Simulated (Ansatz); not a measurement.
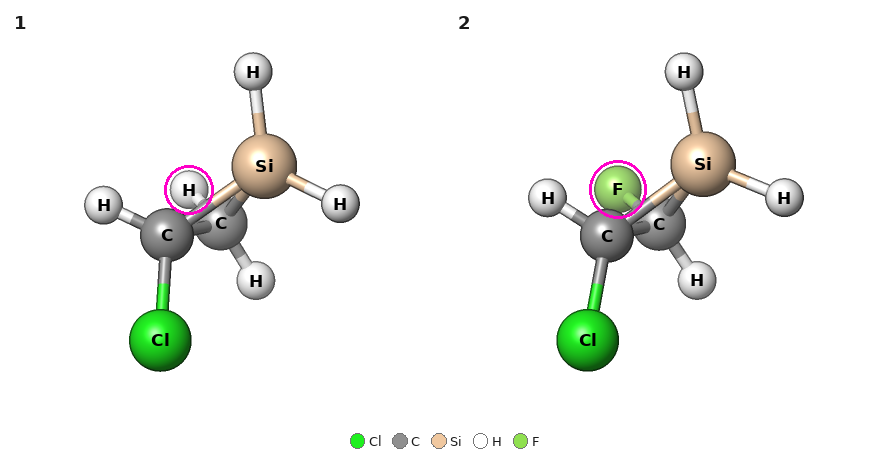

2 molecules with one skeleton, seen from the same side and at one scale; the atom that differs is circled. Charge 0, singlet. Computed geometries: PBE0-D4/def2-TZVP optimisations, one conformation each. Properties computed with Ansatz 0.2.0.

One atom differs, called X below: H in panel 1, F in panel 2. Their formulas are C2H5ClSi (`Cl[C@@H]1C[SiH2]1`), C2H4ClFSi (`F[C@H]1[SiH2][C@@H]1Cl`).

In which is the dipole moment larger (PBE0-D4/def2-TZVP)?

In panel 2 (X = F).

In which is the HOMO energy (Kohn–Sham orbital) higher (PBE0-D4/def2-SVP)?

In panel 1 (X = H).

Give the values. With PBE0-D4/def2-TZVP: length of X–C (Å), angle Si–C–X (°), dipole moment (D), harmonic zero-point energy (kJ/mol). With PBE0-D4/def2-SVP: HOMO energy (Kohn–Sham orbital) (eV), HOMO–LUMO gap (eV).

```csv
quantity,1 (H),2 (F),2 − 1
length of X–C (Å),1.085,1.366,+0.281
angle Si–C–X (°),122.5,127.3,+4.8
HOMO energy (Kohn–Sham orbital) (eV),−6.92,−7.25,−0.33
HOMO–LUMO gap (eV),7.13,6.97,−0.16
dipole moment (D),2.00,2.07,+0.07
harmonic zero-point energy (kJ/mol),159.6,139.9,−19.7
```
